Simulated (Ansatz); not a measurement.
```
CELL_PARAMETERS angstrom
3.98194 0.00000 0.00000
-1.99097 3.44846 0.00000
0.00000 0.00000 24.21511
ATOMIC_POSITIONS crystal
Al 0.00000 0.00000 0.42141
Al 0.66667 0.33333 0.28219
Al 0.33333 0.66667 0.14287
Al 0.00000 0.00000 0.00367
As 0.33333 0.66667 0.45879
As 0.00000 0.00000 0.31700
As 0.66667 0.33333 0.17774
As 0.33333 0.66667 0.03834
As 0.00000 0.00000 0.89836
As 0.33333 0.66667 0.84948
As 0.33333 0.66667 0.69420
As 0.66667 0.33333 0.74581
As 0.66667 0.33333 0.55194
As 0.00000 0.00000 0.60369
```

Space group P3m1; a generated structure, not necessarily the stable one; changed on purpose from its base cell (volume × 1.03, shape and atoms relaxed).

Computed with Ansatz, DFT PBE, scalar-relativistic, plane waves, PAW.

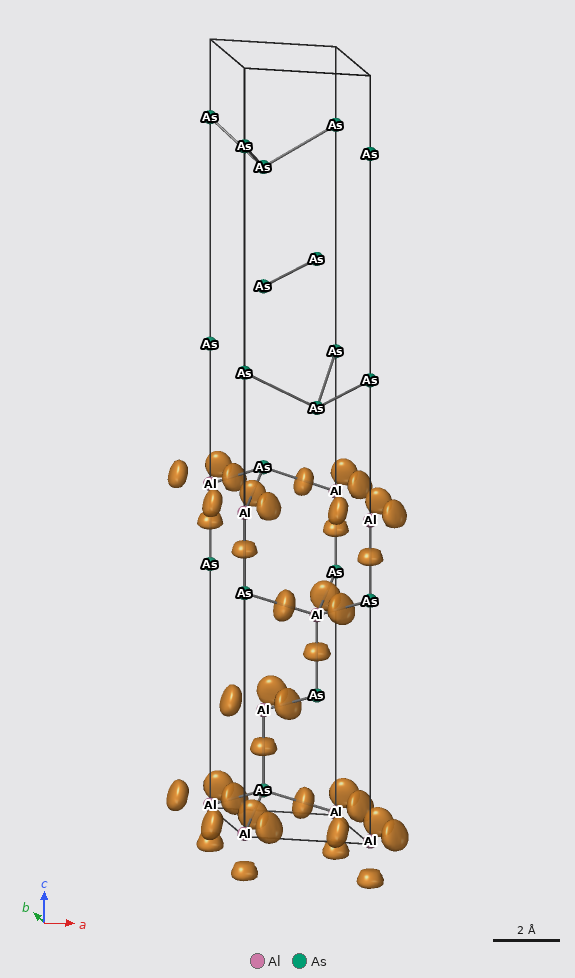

Al₂As₅. Isosurface of the electron localisation function at 0.85 (orange), seen slightly off an axis. Only the valence region is drawn (cores and ρ < 0.01 e/Å³ removed). Sticks mark near contacts.

Core electrons are frozen (PAW), and the valence fields are smoothed inside the atomic spheres.

> Identify the bonds, lone pairs and shells in this picture.

The ELF exceeds this value in 16 regions between bonded Al–As atoms, counted in one cell of 14 atoms. Regions shared between cells count once. Profiles from the grid: Al–As (2.45 Å): the ELF peaks at about 0.90 between the atoms. As–As (2.59 Å): the ELF peaks at about 0.70 between the atoms.
